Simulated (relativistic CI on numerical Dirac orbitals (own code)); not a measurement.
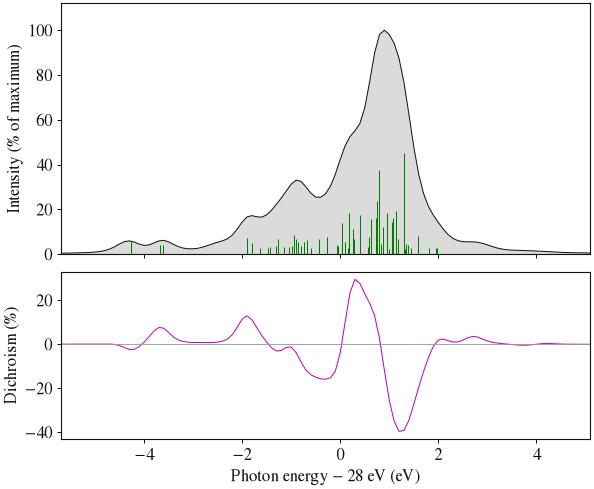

N₆,₇ X-ray absorption of Ta⁴⁺, [Xe] 4f¹⁴ 5d, in a field of Td symmetry with 10Dq = −18,450 cm⁻¹. Sticks are the strongest transitions, on a scale of their own. Multiplet model: relativistic Dirac–Coulomb–Breit theory, one configuration a step, Slater integrals scaled by 0.8, 300 K, Voigt broadening (Lorentzian 0.3 eV, Gaussian 0.3 eV full widths), computed with a radial Dirac CI code. Dichroism is for the ground state at zero temperature, magnetised by an exchange field of 10 meV on Sz.

Question: Describe the spectrum.

Answer: The main maxima lie at 26.2 eV (17), 27.1 eV (33) and 28.9 eV (100), heights in % of the largest; the centroid is at 28.3 eV. The ground state has S = 0.50. The circular dichroism (Δm = −1 less Δm = +1) is largest at 29.2 eV, −40 % of the isotropic maximum. The magnetised ground state has ⟨Lz⟩ = 0.53 and ⟨Sz⟩ = −0.49.

Limits of the model: free-ion energies, so absolute edge positions are off by a few eV from solids.
